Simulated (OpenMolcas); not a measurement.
**InCl: single-point calculation (part 2 of 2)**

Continued. System: InCl. Method: CASPT2/ANO-RCC-VDZP, DKH2 (OpenMolcas 26.06). The geometry comes from this level: PBE0-D4/def2-TZVP.

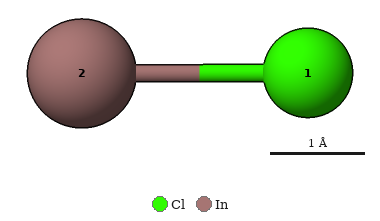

**Figure 1.** The input geometry (ball-and-stick view, seen on its broad side; atoms are numbered from 1 in the order of the input). Sticks mark near contacts.

### Log, continued
```
      LoProp population analysis for root number:  1
      -----------------------------------------------

++    LoProp analysis:
      ----------------

++    Static properties:
      ------------------

      LoProp Charges per center

                   CL1      IN2
      Nuclear     17.0000  49.0000
      Electronic -17.5058 -48.4942

      Total       -0.5058   0.5058
--

      Natural Bond Order analysis for root number:  1

++    Natural Bond Order analysis
      ---------------------------
      Based on LoProp computed density
      -------------------------------------------------------------------------------------
      Atom A       Atom B       Bond Order
      -------------------------------------------------------------------------------------
      NBO located      1.016 non-bonded electrons on atom CL1
      NBO located      1.000 non-bonded electrons on atom CL1
      NBO located      1.000 non-bonded electrons on atom CL1
      NBO located      1.000 non-bonded electrons on atom CL1
      NBO located      1.004 non-bonded electrons on atom CL1
      NBO located      1.004 non-bonded electrons on atom CL1
      NBO located      1.000 non-bonded electrons on atom CL1
      NBO located      1.000 non-bonded electrons on atom CL1
      NBO located      0.990 non-bonded electrons on atom IN2
      NBO located      0.996 non-bonded electrons on atom IN2
      NBO located      0.997 non-bonded electrons on atom IN2
      NBO located      0.998 non-bonded electrons on atom IN2
      NBO located      0.998 non-bonded electrons on atom IN2
      NBO located      1.000 non-bonded electrons on atom IN2
      NBO located      1.000 non-bonded electrons on atom IN2
      NBO located      1.000 non-bonded electrons on atom IN2
      NBO located      1.000 non-bonded electrons on atom IN2
      NBO located      1.000 non-bonded electrons on atom IN2
      NBO located      1.000 non-bonded electrons on atom IN2
      NBO located      1.000 non-bonded electrons on atom IN2
      NBO located      1.000 non-bonded electrons on atom IN2
      NBO located      1.000 non-bonded electrons on atom IN2
      NBO located      1.000 non-bonded electrons on atom IN2
      NBO located      1.000 non-bonded electrons on atom IN2
      NBO located      1.000 non-bonded electrons on atom IN2
      NBO located      1.000 non-bonded electrons on atom IN2
      NBO located      1.000 non-bonded electrons on atom IN2
      NBO located      1.000 non-bonded electrons on atom IN2
      NBO located      1.000 non-bonded electrons on atom IN2
      NBO located      1.000 non-bonded electrons on atom IN2
      NBO located      1.000 non-bonded electrons on atom IN2
      The remaining    1.999 electrons are to be considered as diffuse
--

--

      Average orbitals are written to the RASORB file
      Natural orbitals for root   1 are written to the RASORB.1 file
      Spin density orbitals for root   1 are written to the SPDORB.1 file

--- Stop Module: rasscf /rc=_RC_ALL_IS_WELL_ ---

--- Start Module: caspt2 ---

                                              &CASPT2

                       available to each process: 1.9 GB of memory, 1 thread

++    Wave function specifications:
      -----------------------------

      Number of closed shell electrons          14
      Number of electrons in active shells       6
      Max number of holes in RAS1 space          0
      Max number of electrons in RAS3 space      0
      Number of inactive orbitals                7
      Number of active orbitals                  6
      Number of secondary orbitals              25
      Spin quantum number                      0.0
      State symmetry                             1
      Number of CSFs                           175
      Number of CASSCF root(s) available         1
      CASPT2 state passed to geometry opt.       1
      A file JOBMIX will be created
      This is a CASSCF or RASSCF reference function
--

++    Orbital specifications:
      -----------------------

      Symmetry species                           1
                                                 a
      Frozen orbitals                           23
      Inactive orbitals                          7
      Active orbitals                            6
      Secondary orbitals                        25
      Deleted orbitals                           0
      Number of basis functions                 61
--

++    CASPT2 specifications:
      ----------------------

      Type of calculation                        SS-CASPT2
      Fock operator                              state-specific
      IPEA shift                                 0.25
      Real shift                                 0.00
      Imaginary shift                            0.10
      The input orbitals will be transformed to quasi-canonical
--

--------------------------------------------------------------------------------
 Estimated memory requirements:
  POLY3 :                   262414
  RHS:                      287124
  SIGMA :                   304600
  PRPCTL:                        0
 Available workspace:    232485749

++ CASPT2 computation for group   1

********************************************************************************
 Multi-State initialization phase begins for group   1
--------------------------------------------------------------------------------
********************************************************************************
 Compute H0 matrices for state    1
--------------------------------------------------------------------------------
--------------------------------------------------------------------------------
 H0 matrices have been computed.

********************************************************************************
  CASPT2 EQUATION SOLUTION
--------------------------------------------------------------------------------

  Total nr of CASPT2 parameters:
   Before reduction:       80740
   After  reduction:       79675

 Variance of |WF0>:       2.2968937091

 The contributions to the second order correlation energy in atomic units.
-----------------------------------------------------------------------------------------------------------------------------
  IT.      VJTU        VJTI        ATVX        AIVX        VJAI        BVAT        BJAT        BJAI        TOTAL       RNORM
-----------------------------------------------------------------------------------------------------------------------------
   1    -0.002960   -0.003454   -0.013669   -0.028309   -0.018437   -0.047473   -0.151194   -0.234158   -0.499655    0.015571
   2    -0.003136   -0.003764   -0.013833   -0.028742   -0.018964   -0.047598   -0.151493   -0.234527   -0.502058    0.003645
   3    -0.003127   -0.003772   -0.013847   -0.028760   -0.018925   -0.047617   -0.151510   -0.234456   -0.502015    0.000938
   4    -0.003128   -0.003778   -0.013835   -0.028737   -0.018898   -0.047609   -0.151488   -0.234434   -0.501906    0.000189
   5    -0.003129   -0.003777   -0.013835   -0.028737   -0.018899   -0.047608   -0.151488   -0.234436   -0.501909    0.000052
   6    -0.003129   -0.003777   -0.013836   -0.028738   -0.018899   -0.047609   -0.151489   -0.234437   -0.501914    0.000011
   7    -0.003129   -0.003777   -0.013836   -0.028738   -0.018899   -0.047609   -0.151489   -0.234437   -0.501914    0.000003
-----------------------------------------------------------------------------------------------------------------------------

  FINAL CASPT2 RESULT:

      Reference energy:       -6338.1189631245
      E2 (Non-variational):      -0.5019132783
      Shift correction:          -0.0004695376
      E2 (Variational):          -0.5023828158
      Total energy:           -6338.6213459404
      Residual norm:              0.0000006464
      Reference weight:           0.87922

      Contributions to the CASPT2 correlation energy
      Active & Virtual Only:         -0.0614448066
      One Inactive Excited:          -0.1833554780
      Two Inactive Excited:          -0.2571129937

++ Denominators, etc.
--------------------------------------------------------------------------------------------------------------
 Report on small energy denominators, large coefficients, and large energy contributions.
CASE  SYMM ACTIVE-MIX  NON-ACTIVE INDICES          DENOMINATOR     RHS VALUE       COEFFICIENT     CONTRIBUTION
VJTIP    1  Mu1.0006  In1.028 In1.028               1.67844335      0.03569473     -0.02745071     -0.00097985
BVATM    1  Mu1.0004  Se1.058 Se1.057               6.38653588     -0.20718132      0.03241377     -0.00671553
BJATM    1  Mu1.0003  In1.024 Se1.061 Se1.059       6.49855351      0.19035702     -0.02905747     -0.00553129
BJATM    1  Mu1.0002  In1.024 Se1.061 Se1.060       6.49855351     -0.19035702      0.02905747     -0.00553129
BJAIP    1  Se1.040 In1.028 Se1.040 In1.028         1.98113296      0.05730012     -0.02923093     -0.00167494
BJAIP    1  Se1.044 In1.028 Se1.044 In1.028         2.39003971      0.07588511     -0.03225531     -0.00244770
BJAIP    1  Se1.045 In1.028 Se1.045 In1.028         2.39003971      0.07588511     -0.03225531     -0.00244770
BJAIP    1  Se1.044 In1.028 Se1.046 In1.029         2.36485922     -0.06700303      0.02855235     -0.00191309
BJAIP    1  Se1.045 In1.028 Se1.047 In1.029         2.36485922     -0.06700303      0.02855235     -0.00191309
BJAIP    1  Se1.038 In1.029 Se1.042 In1.029         1.86055098     -0.04585493      0.02502781     -0.00114765
BJAIP    1  Se1.044 In1.029 Se1.044 In1.029         2.29921357      0.07799334     -0.03428743     -0.00267419
BJAIP    1  Se1.046 In1.029 Se1.046 In1.029         2.33967873      0.08128230     -0.03471554     -0.00282176
BJAIP    1  Se1.047 In1.029 Se1.047 In1.029         2.33967873      0.08128230     -0.03471554     -0.00282176
BJAIP    1  Se1.045 In1.028 Se1.046 In1.030         2.36485922      0.06700303     -0.02855235     -0.00191309
BJAIP    1  Se1.044 In1.028 Se1.047 In1.030         2.36485922     -0.06700303      0.02855235     -0.00191309
BJAIP    1  Se1.044 In1.029 Se1.045 In1.030         2.29921357      0.06697757     -0.02946311     -0.00197337
BJAIP    1  Se1.039 In1.030 Se1.043 In1.030         1.86055098     -0.04585493      0.02502781     -0.00114765
BJAIP    1  Se1.045 In1.030 Se1.045 In1.030         2.29921357      0.07799334     -0.03428743     -0.00267419
BJAIP    1  Se1.046 In1.030 Se1.046 In1.030         2.33967873      0.08128230     -0.03471554     -0.00282176
BJAIP    1  Se1.047 In1.030 Se1.047 In1.030         2.33967873      0.08128230     -0.03471554     -0.00282176
BJAIM    1  Se1.050 In1.025 Se1.050 In1.026         4.84052579     -0.14365491      0.02966488     -0.00426151
BJAIM    1  Se1.055 In1.025 Se1.055 In1.026         6.38673173      0.33804005     -0.05291551     -0.01788756
BJAIM    1  Se1.040 In1.028 Se1.043 In1.029         2.14017326     -0.05834127      0.02714056     -0.00158341
BJAIM    1  Se1.044 In1.028 Se1.045 In1.029         2.36485922     -0.07757395      0.03305276     -0.00256403
BJAIM    1  Se1.045 In1.028 Se1.046 In1.029         2.36485922     -0.07757395      0.03305276     -0.00256403
BJAIM    1  Se1.044 In1.028 Se1.047 In1.029         2.51077134     -0.08489237      0.03493422     -0.00296565
BJAIM    1  Se1.040 In1.028 Se1.044 In1.030         2.14017326     -0.05834127      0.02714056     -0.00158341
BJAIM    1  Se1.045 In1.028 Se1.045 In1.030         2.36485922      0.07757395     -0.03305276     -0.00256403
BJAIM    1  Se1.044 In1.028 Se1.046 In1.030         2.36485922     -0.07757395      0.03305276     -0.00256403
BJAIM    1  Se1.045 In1.028 Se1.047 In1.030         2.51077134     -0.08489237      0.03493422     -0.00296565
BJAIM    1  Se1.044 In1.029 Se1.044 In1.030         2.29921357      0.07792474     -0.03435104     -0.00267680
BJAIM    1  Se1.046 In1.029 Se1.046 In1.030         2.33967873      0.16155881     -0.06900374     -0.01114816
--

   (Skipping property calculation,
    use PROP keyword to activate)
--

  Total CASPT2 energies:
::    CASPT2 Root  1     Total energy:  -6338.62134594

  A NEW JOBIPH FILE NAMED 'JOBMIX' IS PREPARED.
********************************************************************************
--- Stop Module: caspt2 /rc=_RC_ALL_IS_WELL_ ---

.##################.
.# Happy landing! #.
.##################.

    Timing: Wall=5.20 User=4.67 System=0.52
```

This output came from the following input.

### Input file
```
&GATEWAY
Coord
2
angstrom
Cl       0.000000       0.000000      -0.013930
In       0.000000       0.000000       2.399590
Basis=ANO-RCC-VDZP
Group=NoSym
&SEWARD
&RASSCF
FileOrb=$CurrDir/step2.RasOrb
Spin=1
Nactel=6 0 0
Inactive=30
Ras2=6
OrbListing=Nothing
OrbAppear=Compact
&CASPT2
Imaginary=0.1
```

Launched with:
```bash
export MOLCAS_MEM=1860
pymolcas step5.input > step5.log
```

### Key numbers

| quantity | value |
| --- | --- |
| outcome | converged |
| total energy | −6338.621346 hartree |
| CASSCF energy | −6338.118963 hartree |
| basis functions | 61 |
| hardware | 1 thread of Arm Neoverse V2, 24 GiB of memory available, shared host |
| wall time | 5.4 s |
| peak memory | 0.42 GiB |
